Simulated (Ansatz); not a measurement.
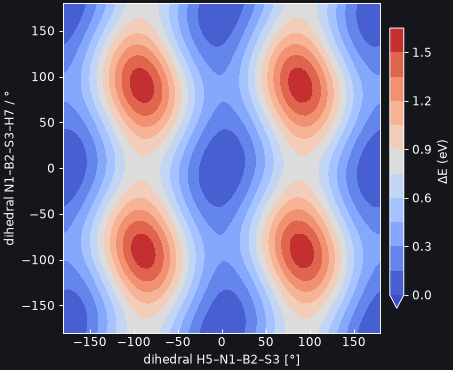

Energy landscape of BClH3NS, SMILES NB(S)Cl. 
- Coordinates scanned: (1) dihedral H5–N1–B2–S3; (2) dihedral N1–B2–S3–H7.
- Nothing is relaxed (all other coordinates rigid).
- Grid: 18 × 18 points; 298 points were computed and 26 follow by symmetry.
- All energies are given in eV relative to the lowest grid point.
- The calculation used RKS B3LYP-D4/def2-SVP in Ansatz 0.2.0.

The picture shows filled contours. Between grid points the surface is interpolated. 

Q: Summarise what can be read from the map.

A: The lowest grid point is at dihedral H5–N1–B2–S3 = −180°, dihedral N1–B2–S3–H7 = 0°; the map holds 3 wells of about this depth. There is a further well near dihedral H5–N1–B2–S3 = 0°, dihedral N1–B2–S3–H7 = −180° (0.008 eV above the lowest at that grid point). The highest grid point, dihedral H5–N1–B2–S3 = −80°, dihedral N1–B2–S3–H7 = −100°, lies 1.54 eV above the lowest. On the interpolated surface the easiest way out of the lowest well to the well at dihedral H5–N1–B2–S3 = −180°, dihedral N1–B2–S3–H7 = −180° passes a barrier of about 0.32 eV. Round the minimum the valley is somewhat tilted: raising dihedral H5–N1–B2–S3 shifts the best value of dihedral N1–B2–S3–H7 upwards (coupling k₁₂/√(k₁₁k₂₂) about −0.2).

The values on the grid:

| dihedral N1–B2–S3–H7 ↓, dihedral H5–N1–B2–S3 → | −180 | −140 | −100 | −60 | −20 | 20 | 60 | 100 | 140 |
| --- | --- | --- | --- | --- | --- | --- | --- | --- | --- |
| 160 | 0.03 | 0.42 | 0.91 | 0.61 | 0.09 | 0.16 | 0.72 | 0.87 | 0.30 |
| 120 | 0.22 | 0.72 | 1.37 | 0.93 | 0.28 | 0.38 | 1.12 | 1.29 | 0.54 |
| 80 | 0.32 | 0.73 | 1.50 | 1.19 | 0.44 | 0.42 | 1.15 | 1.52 | 0.77 |
| 40 | 0.13 | 0.43 | 1.06 | 0.90 | 0.27 | 0.19 | 0.77 | 1.12 | 0.55 |
| 0 | 0.00 | 0.31 | 0.83 | 0.61 | 0.09 | 0.09 | 0.61 | 0.83 | 0.32 |
| −40 | 0.13 | 0.55 | 1.12 | 0.77 | 0.19 | 0.27 | 0.90 | 1.06 | 0.43 |
| −80 | 0.32 | 0.77 | 1.52 | 1.15 | 0.42 | 0.44 | 1.19 | 1.50 | 0.73 |
| −120 | 0.22 | 0.54 | 1.29 | 1.12 | 0.38 | 0.28 | 0.93 | 1.37 | 0.72 |
| −160 | 0.03 | 0.30 | 0.86 | 0.73 | 0.16 | 0.09 | 0.60 | 0.91 | 0.42 |

The table holds every second grid line.

Each point was launched as `ansatz run input.yaml --threads 1 --pin off --max-ram 2560MiB --backend cpu --events-out ev --progress --plain --runs-dir out`. The whole map (298 points run) took 15 min on 1 thread of Arm Neoverse V1, on a shared host.
